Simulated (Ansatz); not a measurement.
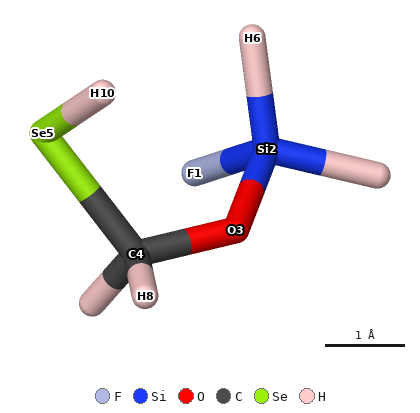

**Figure 1.** The structure as given in the input (stick view, seen at a tilt; atoms are numbered from 1 in the order of the input). Bond lengths as drawn: C–H 1.09 Å, C–O 1.39 Å, C–Se 1.96 Å, F–Si 1.60 Å, H–Se 1.47 Å, H–Si 1.48 Å and O–Si 1.64 Å.

## Single-point calculation, with input and output: CH₅FOSeSi

- system: CH₅FOSeSi, SMILES F[SiH2]OC[SeH]
- method: RKS PBE-D4/def2-TZVPP (Ansatz 0.2.0)

The geometry comes from this level: PBE0-D4/def2-TZVP. Figures and captions count atoms from 1; the log counts them from 0 in places.

### Log
```
Functional definition: PBE
  name "PBE"
  cite "Perdew, Burke & Ernzerhof, Phys. Rev. Lett. 77, 3865 (1996) doi:10.1103/PhysRevLett.77.3865"
  parent pbe
  parameter kappa = 0.804
  parameter beta = 0.06672455060314922
  exchange = pbe_x(kappa = kappa, mu = beta*pi^2/3)
  correlation = pbe_c(beta = beta)
1457 factors; their error is unknown
mean field evaluation 1: about -79085.4719 eV, gradient 7.2e1 eV
mean field evaluation 2: about -79031.6131 eV, gradient 1.7e2 eV
mean field evaluation 4: about -79094.2489 eV, gradient 2.0e1 eV
mean field evaluation 8: about -79094.8310 eV, gradient 1.6e-1 eV
mean field evaluation 16: about -79094.7780 eV, gradient 5.8e-3 eV
mean field -79094.77795423 eV, -2906.6794774520 hartree, gradient 4.8e-5 eV, S^2 0.000000; 0 other end points of the search recorded, 0 dependent functions left out
the calculation of the forces begins
reference -79094.77799677 eV, -2906.6794790152 hartree; 38, 38 occupied and 215, 215 virtual orbitals, 1457 factors
Total energy: -79095.01969227 eV, -2906.6883611610 hartree
Atom 0 at    -2.023648     0.875548    -0.716110 Å, force    -0.608393     0.125420     0.214710 eV/Å
Atom 1 at    -0.557108     0.623068    -1.294042 Å, force     0.249890     0.239874    -0.288760 eV/Å
Atom 2 at     0.103553    -0.682917    -0.564725 Å, force     0.203003    -0.368204    -0.318238 eV/Å
Atom 3 at     0.159459    -0.969305     0.796766 Å, force     0.019797    -0.119999     0.127152 eV/Å
Atom 4 at     0.706625     0.516469     1.956553 Å, force    -0.168416     0.288743     0.356045 eV/Å
Atom 5 at     0.219347     1.860167    -1.080326 Å, force     0.101223     0.155506     0.017895 eV/Å
Atom 6 at    -0.662355     0.250025    -2.717748 Å, force     0.006795    -0.063604    -0.169003 eV/Å
Atom 7 at     0.858811    -1.789306     0.946875 Å, force     0.150581    -0.188356     0.040142 eV/Å
Atom 8 at    -0.822291    -1.255551     1.182112 Å, force    -0.209820    -0.057163     0.111447 eV/Å
Atom 9 at     2.100705     0.520602     1.493446 Å, force     0.255342    -0.012218    -0.091392 eV/Å
Dipole moment:     0.230413    -0.161608    -0.014055 e Å
```

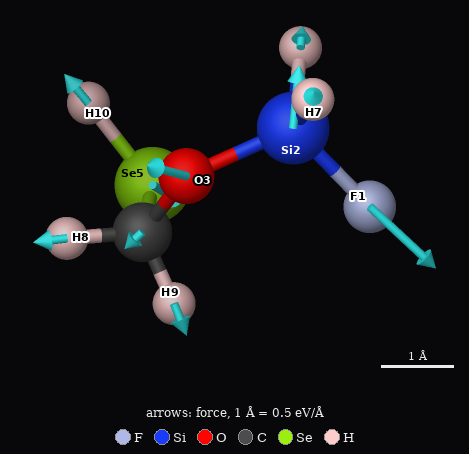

**Figure 2.** Forces on the atoms as teal arrows (ball-and-stick view, seen at a tilt; atoms are numbered from 1 in the order of the input). The largest act on F1 (0.66 eV/Å); O3 (0.53 eV/Å); Se5 (0.49 eV/Å); Si2 (0.45 eV/Å), among others. The geometry is not a stationary point of this energy.

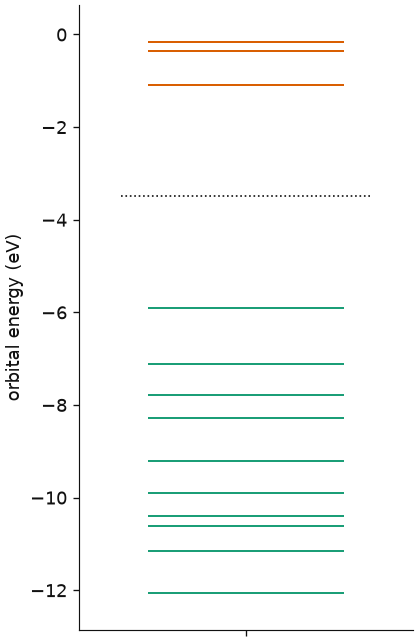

**Figure 3.** Orbital energies near the frontier; the dotted line parts filled from empty levels, and levels within 0.02 eV of each other stand side by side. Highest filled −5.90 eV, lowest empty −1.10 eV, 4.80 eV apart.

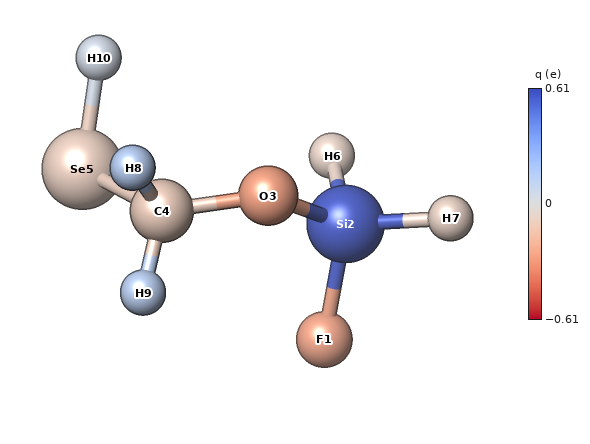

**Figure 4.** Mulliken charges, as the colour of each atom (ball-and-stick view, seen at a tilt; atoms are numbered from 1 in the order of the input). By element: F −0.28, Si +0.58, O −0.28, C −0.10, Se −0.09 and H −0.08 to +0.14 e.

This output came from the following input.

### The input
```yaml
crystal:
  periodic: [false, false, false]
  atoms:
    - {symbol: F, position_ang: [-2.023648, 0.875548, -0.716110]}
    - {symbol: Si, position_ang: [-0.557108, 0.623068, -1.294042]}
    - {symbol: O, position_ang: [0.103553, -0.682917, -0.564725]}
    - {symbol: C, position_ang: [0.159459, -0.969305, 0.796766]}
    - {symbol: Se, position_ang: [0.706625, 0.516469, 1.956553]}
    - {symbol: H, position_ang: [0.219347, 1.860167, -1.080326]}
    - {symbol: H, position_ang: [-0.662355, 0.250025, -2.717748]}
    - {symbol: H, position_ang: [0.858811, -1.789306, 0.946875]}
    - {symbol: H, position_ang: [-0.822291, -1.255551, 1.182112]}
    - {symbol: H, position_ang: [2.100705, 0.520602, 1.493446]}
basis:
  gaussian: {orbitals: def2-TZVPP}
hamiltonian: {xc: pbe, dispersion: d4}
output: {forces: true, orbitals: {seedname: orbitals}}
```

Launched with:
```bash
ansatz run in.yaml --threads 4 --pin off --events-out ev --progress --plain --max-ram 10444MiB
```

### Key numbers

| quantity | value |
| --- | --- |
| outcome | converged |
| total energy | −79095.0197 eV |
| mean-field energy | −79094.7780 eV |
| dispersion energy | −0.2417 eV |
| SCF solution under orbital rotations | stable |
| HOMO | −5.90 eV |
| LUMO | −1.10 eV |
| largest force (length of the vector) | 0.657 eV/Å |
| dipole moment | 1.35 D |
| hardware | 4 threads of Arm Neoverse V2, 23 GiB of memory available, shared host |
| wall time | 2.8 s (CPU time 9.3 s) |
| peak memory | 0.36 GiB |
